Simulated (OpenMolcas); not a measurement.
Run report: Si2H6O, single-point calculation (part 2 of 2)

Continued. System: Si2H6O, SMILES [SiH3]O[SiH3]. Method: MP2/aug-pcseg-1, RHF (OpenMolcas 26.06). The geometry comes from this level: GFN2-xTB.

**The program's output, continued**
```
::    Total SCF energy                               -656.2319554214
      One-electron energy                           -1227.8041284890
      Two-electron energy                             411.5806197869
      Nuclear repulsion energy                        159.9915532807
      Kinetic energy (interpolated)                   657.4027939124
      Virial theorem                                    0.9982189937
      Total spin, S(S+1)                                0.0000000000
      Total spin, S                                     0.0000000000
      Max non-diagonal density matrix element           0.0000012340
      Max non-diagonal Fock matrix element              0.0000001472

      All orbitals with orbital energies smaller than  E(LUMO)+0.5 are printed

++    Molecular orbitals:
      -------------------

      Title: SCF orbitals

      Molecular orbitals for symmetry species 1: a

          Orbital            1         2         3         4         5         6         7         8         9        10
          Energy          -68.7676  -68.7675  -20.5248   -6.1366   -6.1365   -4.2535   -4.2534   -4.2511   -4.2511   -4.2511
          Occ. No.          2.0000    2.0000    2.0000    2.0000    2.0000    2.0000    2.0000    2.0000    2.0000    2.0000

          Orbital           11        12        13        14        15        16        17        18        19        20
          Energy           -4.2511   -1.3432   -0.8066   -0.6763   -0.5944   -0.5901   -0.5893   -0.4928   -0.4919   -0.4467
          Occ. No.          2.0000    2.0000    2.0000    2.0000    2.0000    2.0000    2.0000    2.0000    2.0000    2.0000

          Orbital           21        22        23        24        25        26        27        28        29        30
          Energy           -0.4459    0.0327    0.0340    0.0430    0.0436    0.0503    0.0541    0.0543    0.0784    0.0799
          Occ. No.          2.0000    0.0000    0.0000    0.0000    0.0000    0.0000    0.0000    0.0000    0.0000    0.0000

          Orbital           31        32        33        34        35        36        37        38        39        40
          Energy            0.0819    0.1000    0.1008    0.1178    0.1203    0.1460    0.1530    0.1545    0.1656    0.1706
          Occ. No.          0.0000    0.0000    0.0000    0.0000    0.0000    0.0000    0.0000    0.0000    0.0000    0.0000

          Orbital           41        42        43        44        45        46        47        48        49        50
          Energy            0.1748    0.1885    0.1932    0.2105    0.2333    0.2335    0.2425    0.2428    0.2467    0.2552
          Occ. No.          0.0000    0.0000    0.0000    0.0000    0.0000    0.0000    0.0000    0.0000    0.0000    0.0000

          Orbital           51        52        53        54        55        56        57        58        59        60
          Energy            0.2755    0.2762    0.2794    0.2831    0.2840    0.3091    0.3142    0.3342    0.3391    0.3395
          Occ. No.          0.0000    0.0000    0.0000    0.0000    0.0000    0.0000    0.0000    0.0000    0.0000    0.0000

          Orbital           61        62        63        64        65        66        67        68        69        70
          Energy            0.3463    0.3620    0.3730    0.3739    0.3827    0.3848    0.3895    0.3916    0.3925    0.4100
          Occ. No.          0.0000    0.0000    0.0000    0.0000    0.0000    0.0000    0.0000    0.0000    0.0000    0.0000

          Orbital           71        72        73        74        75        76
          Energy            0.4145    0.4166    0.4215    0.4261    0.4539    0.5122
          Occ. No.          0.0000    0.0000    0.0000    0.0000    0.0000    0.0000

--

++    Molecular charges:
      ------------------

      Mulliken charges per centre and basis function type
      ---------------------------------------------------

                SI1     O2      SI3     H4      H5      H6      H7      H8      H9
      1s       4.9388  3.3365  4.9400  1.2694  1.2593  1.2695  1.2603  1.2691  1.2694
      2px      2.5311  1.9073  2.5040 -0.0052  0.0228 -0.0123  0.0099  0.0041 -0.0080
      2pz      2.4994  1.8321  2.5189 -0.0061 -0.0057  0.0233  0.0029  0.0004  0.0078
      2py      2.4914  1.7600  2.4986  0.0237 -0.0069  0.0013 -0.0026  0.0077  0.0126
      3d2+     0.0264 -0.0133  0.0703  0.0000  0.0000  0.0000  0.0000  0.0000  0.0000
      3d1+     0.0788  0.0038  0.0218  0.0000  0.0000  0.0000  0.0000  0.0000  0.0000
      3d0      0.0142 -0.0165  0.0885  0.0000  0.0000  0.0000  0.0000  0.0000  0.0000
      3d1-     0.0904  0.0129  0.0598  0.0000  0.0000  0.0000  0.0000  0.0000  0.0000
      3d2-     0.0815  0.0063  0.0504  0.0000  0.0000  0.0000  0.0000  0.0000  0.0000
      Total   12.7520  8.8291 12.7523  1.2818  1.2694  1.2819  1.2706  1.2813  1.2817

      N-E      1.2480 -0.8291  1.2477 -0.2818 -0.2694 -0.2819 -0.2706 -0.2813 -0.2817

      Total electronic charge=   42.000000

      Total            charge=   -0.000000
--

++    Molecular properties:
      ---------------------

      Charge (e):
                      =   -0.0000
      Dipole Moment (debye):
      Origin of the operator (angstrom)=    0.0302    0.0057   -0.0177
                   X= -1.6052E-01               Y= -3.4630E-02               Z=  9.8516E-02           Total=  1.9150E-01
      Quadrupole Moment (debye*angstrom):
      Origin of the operator (angstrom)=    0.0302    0.0057   -0.0177
                  XX= -3.5881E+01              XY= -9.1411E-01              XZ=  7.9474E-01              YY= -3.5220E+01
                  YZ= -1.1057E+00              ZZ= -3.5560E+01
      In traceless form (debye*angstrom)
                  XX= -4.9117E-01              XY= -1.3712E+00              XZ=  1.1921E+00              YY=  5.0032E-01
                  YZ= -1.6586E+00              ZZ= -9.1459E-03
--

--- Stop Module: scf /rc=_RC_ALL_IS_WELL_ ---
--- Module scf spent 10 seconds ---

--- Start Module: mbpt2 ---

                                               &MBPT2

                       available to each process: 1.9 GB of memory, 1 thread

WARNING!
Default frozen orbitals as non valence orbitals is overwritten by user input.
Default values:   5

      Cartesian coordinates in angstrom:
      -----------------------------------------------------
      No.  Label        X            Y            Z
      -----------------------------------------------------
       1   SI1       -0.75736000   1.07492000  -0.92782000
       2   O2         0.13780000   0.02699000  -0.08169000
       3   SI3        0.76801000  -1.07339000   0.92196000
       4   H4        -1.79878000   0.30700000  -1.60839000
       5   H5         0.16745000   1.70716000  -1.86371000
       6   H6        -1.32660000   2.03166000   0.01966000
       7   H7         2.18784000  -1.13411000   0.58384000
       8   H8         0.08042000  -2.33838000   0.66940000
       9   H9         0.54122000  -0.60185000   2.28675000
      -----------------------------------------------------
      Nuclear repulsion energy =  159.99155328

      Contents of RUNFILE file:
      -------------------------

      Symmetry species                           1
                                                 a
      Number of basis functions                131
      Frozen occupied orbitals                  11
      Active occupied orbitals                  10
      Active external orbitals                 110
      Deleted external orbitals                  0

      Reference numbers of frozen occupied orbitals according to the original input sequence
      symmetry species 1                        1  2  3  4  5  6  7  8  9 10 11

      Energies of the active occupied orbitals

      symmetry species 1                    -1.343184     -0.806643     -0.676264     -0.594399     -0.590111
                                            -0.589304     -0.492770     -0.491889     -0.446702     -0.445901

      Energies of the active external orbitals

      symmetry species 1                     0.032664      0.033994      0.043019      0.043628      0.050256
                                             0.054113      0.054345      0.078358      0.079869      0.081950
                                             0.100039      0.100825      0.117770      0.120283      0.145983
                                             0.153049      0.154537      0.165599      0.170623      0.174805
                                             0.188494      0.193227      0.210533      0.233328      0.233549
                                             0.242485      0.242778      0.246719      0.255202      0.275542
                                             0.276153      0.279356      0.283104      0.283960      0.309090
                                             0.314248      0.334196      0.339111      0.339455      0.346302
                                             0.362022      0.373013      0.373895      0.382730      0.384805
                                             0.389467      0.391623      0.392538      0.410045      0.414494
                                             0.416553      0.421545      0.426070      0.453875      0.512171
                                             0.551495      0.564397      0.596751      0.604214      0.664485
                                             0.687931      0.723727      0.738056      0.764389      0.803630
                                             0.871939      0.896802      0.899399      0.923802      0.924996
                                             0.948370      0.967798      0.990770      1.072779      1.277332
                                             1.342910      1.347300      1.357906      1.383796      1.399230
                                             1.449818      1.472229      1.474361      1.485820      1.494403
                                             2.052683      2.132343      2.144237      2.233253      2.237405
                                             2.259774      2.265650      2.369572      2.405164      2.415200
                                             2.430427      2.433959      2.450081      2.486126      2.702980
                                             2.710621      2.792179      2.796244      2.841306      2.882525
                                             2.987149      3.006107      3.013955      3.015565      3.575329

      ********************************************************************************************************
      *                                               Results                                                *
      ********************************************************************************************************

 Conventional algorithm used...

       SCF energy                           =     -656.2319554214 a.u.
       Second-order correlation energy      =       -0.3947772106 a.u.

       Total energy                         =     -656.6267326320 a.u.
       Reference weight ( Cref**2 )         =        0.88289

::    Total MBPT2 energy                             -656.6267326320

       Zeroth-order energy (E0)             =     -244.6513356345 a.u.

       Shanks-type energy S1(E)             =     -656.6271116554 a.u.

       Data processing and timing information:

       Section                                              time(sec)
                                                          CPU  Elapsed

      Input data processing                              0.01      0.03
      Transformation of integrals                        0.89      1.02
      MBPT2 calculations (BJAI)                          0.00      0.01
      Total MBPT2 calculations                           0.90      1.06

--- Stop Module: mbpt2 /rc=_RC_ALL_IS_WELL_ ---
--- Module mbpt2 spent 1 second ---

.##################.
.# Happy landing! #.
.##################.

    Timing: Wall=20.28 User=15.96 System=4.31
```

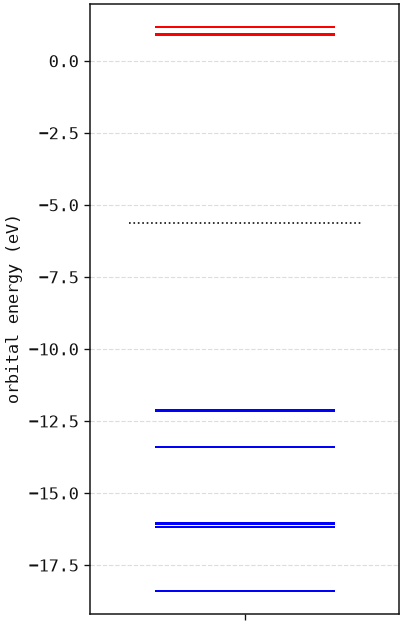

*Orbital energies near the frontier (SCF reference); the dotted line parts filled from empty levels, and levels within 0.02 eV of each other stand side by side.*

Highest filled −12.13 eV, lowest empty 0.89 eV, 13.02 eV apart.

The run was set up as follows.

**Input**
```
* H6OSi2 MP2
>>> EXPORT MOLCAS_PRINT=2

&GATEWAY
 BasLib=$CurrDir
 Coord
 9
 angstrom
 Si      -0.757360       1.074920      -0.927820
 O        0.137800       0.026990      -0.081690
 Si       0.768010      -1.073390       0.921960
 H       -1.798780       0.307000      -1.608390
 H        0.167450       1.707160      -1.863710
 H       -1.326600       2.031660       0.019660
 H        2.187840      -1.134110       0.583840
 H        0.080420      -2.338380       0.669400
 H        0.541220      -0.601850       2.286750
 Basis=aug-pcseg-1
 Group=NoSym

&SEWARD

&SCF
 PrOrbitals=1 1

&MBPT2
 Frozen=11
```

Launch command:
```bash
export MOLCAS_MEM=1860
pymolcas job.input > job.log
```

**Key numbers**

| quantity | value |
| --- | --- |
| outcome | converged |
| total energy | −656.626733 hartree |
| SCF energy | −656.231955 hartree |
| MP2 energy | −656.626733 hartree |
| correlation energy | −0.394777 hartree |
| basis functions | 131 |
| HOMO of the SCF reference | −12.13 eV |
| LUMO of the SCF reference | 0.89 eV |
| hardware | 1 thread of Arm Neoverse V1, 24 GiB of memory available, shared host |
| wall time | 21 s |
| peak memory | 0.93 GiB |
